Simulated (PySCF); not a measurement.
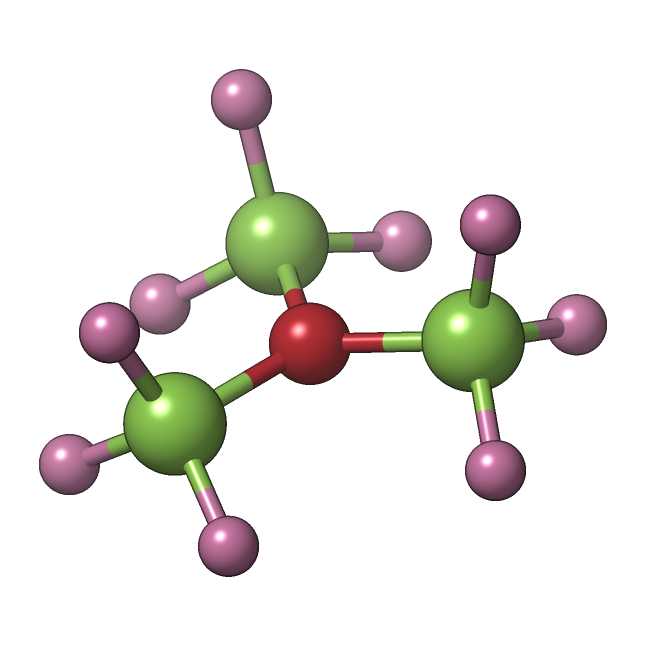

Rendered structure (ball-and-stick style). Every bond is drawn as one stick, whatever its order. Colours: silicon green, nitrogen red, hydrogen pink.

Computed geometry: PBE0-D3(BJ)/def2-SVP optimisation. No frequency run is at hand to confirm it as a minimum.

Count the atoms of each element.

H9NSi3, 13 atoms: 9 hydrogen, 1 nitrogen and 3 silicon.

Count the bonded pairs by element.

9 Si–H, 3 N–Si.

More results for the same structure follow; atom numbers are the same in all pictures, views and colours differ.

Quadrupole coupling

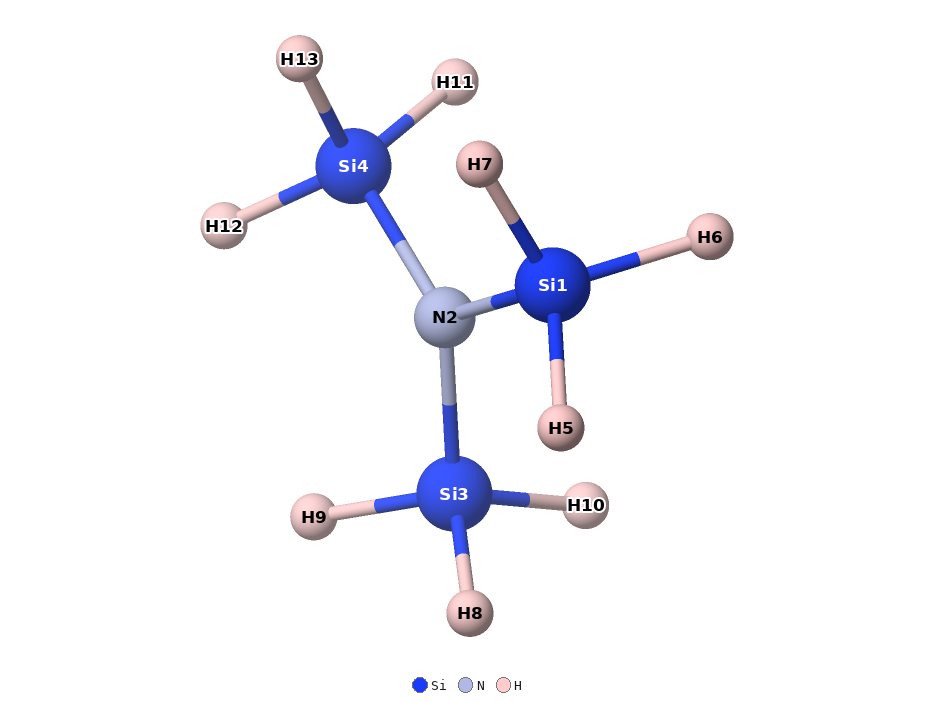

No frequency run is at hand to confirm it as a minimum. Electric field gradients from the ground-state density, PBE0/STO-3G (PySCF 2.14.0), non-relativistic apart from any core potentials.

Give the largest field-gradient component, the quadrupole coupling constant and the asymmetry for 14N at N2 (Q = 20.44 mb), 2H at H5 (Q = 2.86 mb), 2H at H6 (Q = 2.86 mb).

| atom | V_zz (a.u.) | e²qQ/h (MHz) | η |
| --- | --- | --- | --- |
| N2 | −1.466 | −7.04 | 0.00 |
| H5 | 0.138 | 0.093 | 0.03 |
| H6 | 0.137 | 0.092 | 0.01 |

Levels of theory compared

No frequency run is at hand to confirm it as a minimum. Program: PySCF 2.14.0.

Tabulate HOMO–LUMO gap (eV) at these levels: B97-2/pcSseg-2; BHandHLYP/pcSseg-2; CAM-B3LYP/pcSseg-2; LC-wPBE/pcSseg-2; PBE0/6-31G; PBE0/STO-3G; PBE0/pcSseg-2; WP04/pcSseg-2; mPW1PW91/pcSseg-2; ωB97X-D/pcSseg-2.

```json
{"level": "B97-2/pcSseg-2", "HOMO–LUMO gap (eV)": "7.01"}
{"level": "BHandHLYP/pcSseg-2", "HOMO–LUMO gap (eV)": "9.32"}
{"level": "CAM-B3LYP/pcSseg-2", "HOMO–LUMO gap (eV)": "9.56"}
{"level": "LC-wPBE/pcSseg-2", "HOMO–LUMO gap (eV)": "12.03"}
{"level": "PBE0/6-31G", "HOMO–LUMO gap (eV)": "7.13"}
{"level": "PBE0/STO-3G", "HOMO–LUMO gap (eV)": "9.75"}
{"level": "PBE0/pcSseg-2", "HOMO–LUMO gap (eV)": "7.21"}
{"level": "WP04/pcSseg-2", "HOMO–LUMO gap (eV)": "6.85"}
{"level": "mPW1PW91/pcSseg-2", "HOMO–LUMO gap (eV)": "7.26"}
{"level": "ωB97X-D/pcSseg-2", "HOMO–LUMO gap (eV)": "10.79"}
```

NMR shielding

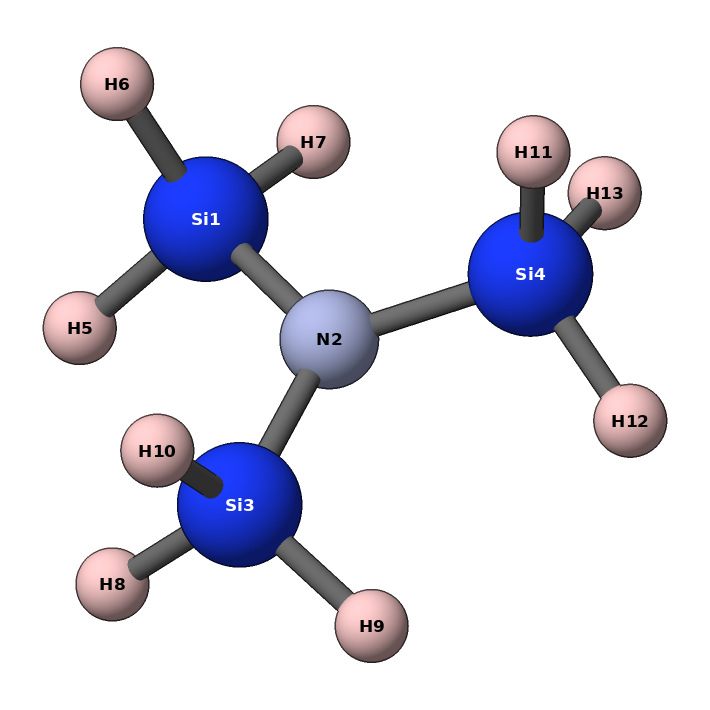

No frequency run is at hand to confirm it as a minimum. Method: GIAO B97-2/pcSseg-2 NMR shielding, non-relativistic, gas phase (PySCF 2.14.0). Principal shieldings σ11 ≤ σ22 ≤ σ33, span Ω = σ33 − σ11, skew κ = 3(σiso − σ22)/Ω.

Give the shielding tensors of the N atoms.

| atom | σ11 | σ22 | σ33 | σiso | Ω | κ |
| --- | --- | --- | --- | --- | --- | --- |
| N2 | 253.0 | 253.8 | 273.7 | 260.1 | 20.7 | 0.92 |

Shieldings and span in ppm.

Bond orders

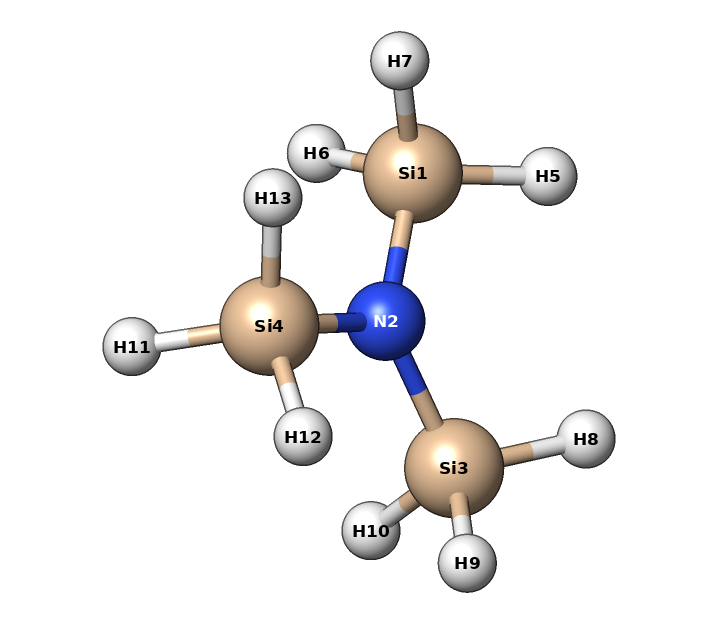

Every bond is drawn as one stick. No frequency run is at hand to confirm it as a minimum. Method: PBE0/STO-3G (PySCF 2.14.0).

List the Mayer bond orders of Si1–N2, Si1–H6, Si1–H5, N2–Si3, Si3–H10, Si3–H8 (one bond of each equivalent set). Atoms whose distances differ by more than 0.02 Å in this geometry are listed apart.

```
   bond  Mayer order  length (Å)
 Si1–N2         0.90       1.758
 Si1–H6         0.89       1.497
 Si1–H5         0.91       1.493
 N2–Si3         0.90       1.758
Si3–H10         0.89       1.497
 Si3–H8         0.91       1.493
```
